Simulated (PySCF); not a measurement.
**C₄H₁₀BF₃Si₂: density, localisation and related maps**

```xyz
20

C    -1.4427    2.2619    0.3781
C    -0.6050    1.4343   -0.2345
Si   -0.8891   -0.3976   -0.5452
C     0.5520   -1.4930    0.0598
B     1.8083   -1.0805   -0.7593
Si    3.0374    0.3097   -0.1278
C    -2.4231   -0.9297    0.5466
F    -2.2657   -0.6585    1.8589
F    -2.6782   -2.2527    0.4704
F    -3.5647   -0.3131    0.1766
H    -2.3987    1.9402    0.7559
H    -1.2079    3.3040    0.5288
H     0.3392    1.8317   -0.5899
H    -1.3357   -0.6959   -1.9121
H     0.2431   -2.5290   -0.0961
H     0.6450   -1.3313    1.1363
H     1.9576   -1.5973   -1.8037
H     2.6361    0.9589    1.1315
H     4.4069   -0.1714    0.1112
H     3.1799    1.4200   -1.0886
```

Geometry: GFN2-xTB.

Method: PBE0/pcSseg-1, SCF density, gas phase, non-relativistic (PySCF).

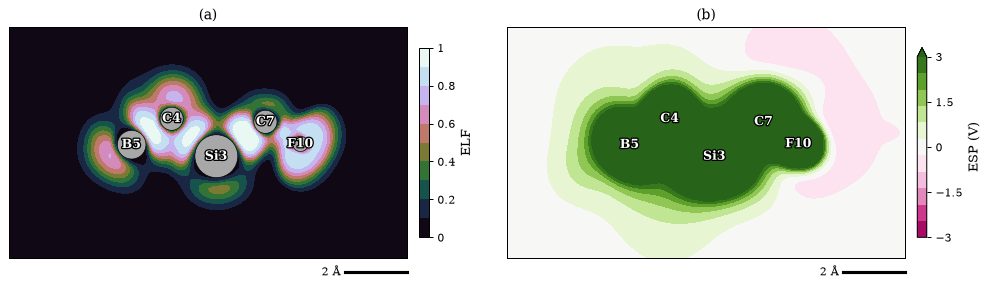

Figure 1. (a) electron localisation function; (b) electrostatic potential on the plane of atoms Si3, C7 and F10. Grey discs cover the atomic cores in the ELF map.

Interpret the plot.

Answer. The plane passes through Si, C, B and F nuclei.
C–F (1.35 Å): the ELF peaks at about 0.85 between the atoms, as expected for a shared but strongly polarised pair.
C–B (1.56 Å): the ELF peaks at about 0.95 between the atoms; localised, covalent bonding.
C–Si (1.91 Å): the ELF peaks at about 0.95 between the atoms (a covalent bond).
C–Si (1.96 Å): the ELF peaks at about 1 between the atoms: a covalent bond.
The ELF also peaks beside F10, away from the bonds: lone-pair regions.
Outside the dense part of the molecule the potential is most negative (−0.7 V) near F10.

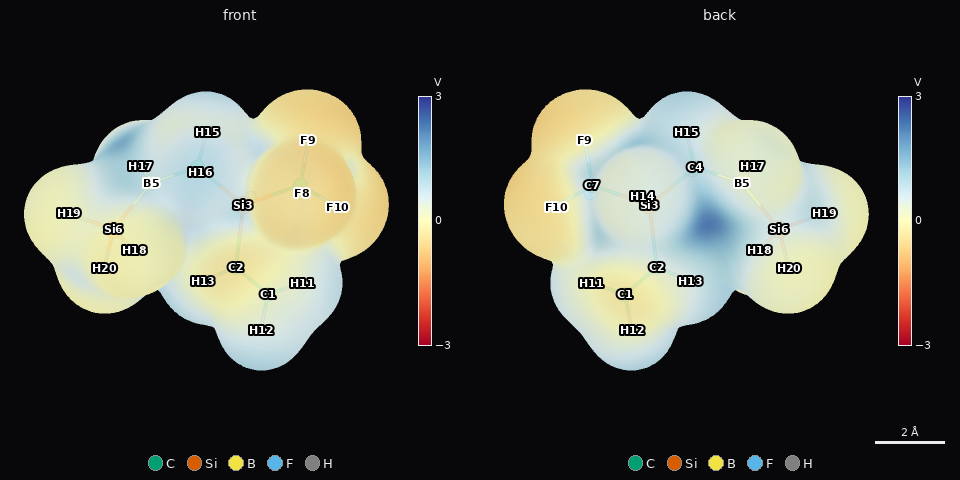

Figure 2. The electrostatic potential painted on the density surface at 0.002 e/bohr³, seen from the front and from behind; the colour scale runs from red (negative) to blue (positive).

Describe the electrostatic potential map.

Answer. The most negative region (about −0.7 V) lies over F8, F9 and F10, the most positive (about +2.1 V) over Si3 and B5.

How polar is the molecule by this calculation?

Answer. Its dipole moment is 1.39 D.
